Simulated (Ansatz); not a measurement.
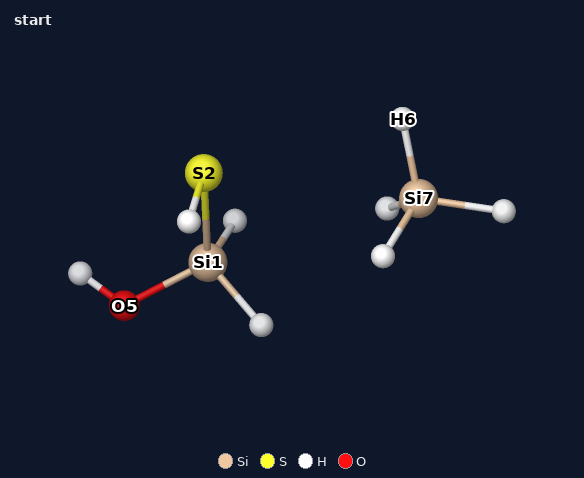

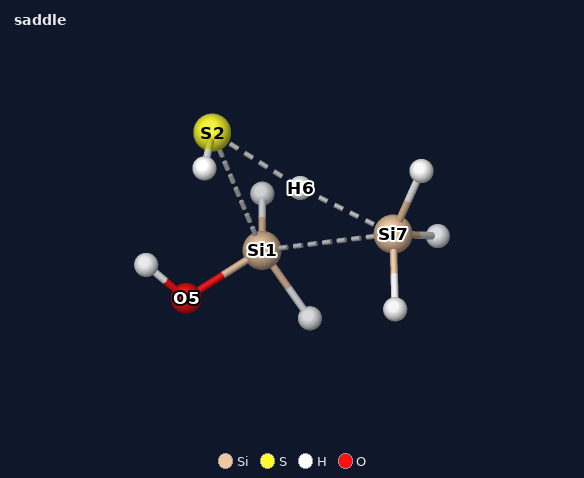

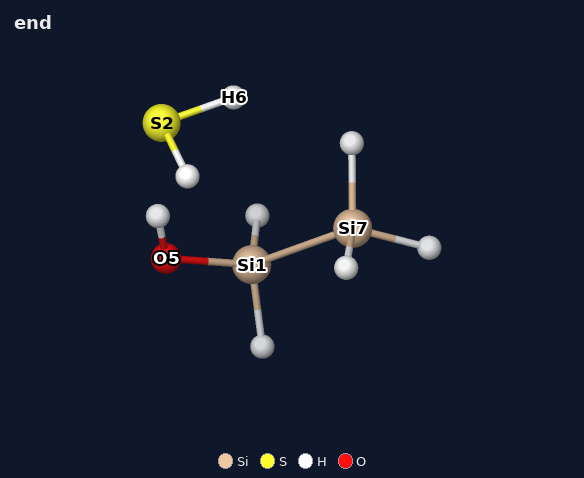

A saddle point and the two end points reached downhill from it. Broken sticks mark bonds that form or break. The species is neutral and a spin singlet. Geometries: PBE0-D4/def2-TZVP; all other levels are single points on them, and energies count from the start as drawn. Program: Ansatz 0.2.0. In CBS estimates cores are frozen, and CCSD(T) − MP2 is taken in the smaller basis.

Q: Which bonds form and which break from start to end?

A: Formed: Si1–Si7, S2–H6; broken: Si1–S2, H6–Si7. At the saddle point Si1···Si7 is 2.57 Å, S2···H6 is 1.81 Å, Si1···S2 is 2.61 Å, H6···Si7 is 1.79 Å.

Give the electronic barrier and the reaction energy from start to end in kJ/mol (no zero-point energy) with CCSD(T)/CBS (MP2 limit from def2-TZVPP and def2-QZVPP plus CCSD(T) − MP2); PBE0-D4/def2-TZVPP.

```csv
level,barrier,reaction energy
CCSD(T)/CBS (MP2 limit from def2-TZVPP and def2-QZVPP plus CCSD(T) − MP2),255.8,+67.8
PBE0-D4/def2-TZVPP,225.5,+58.1
```
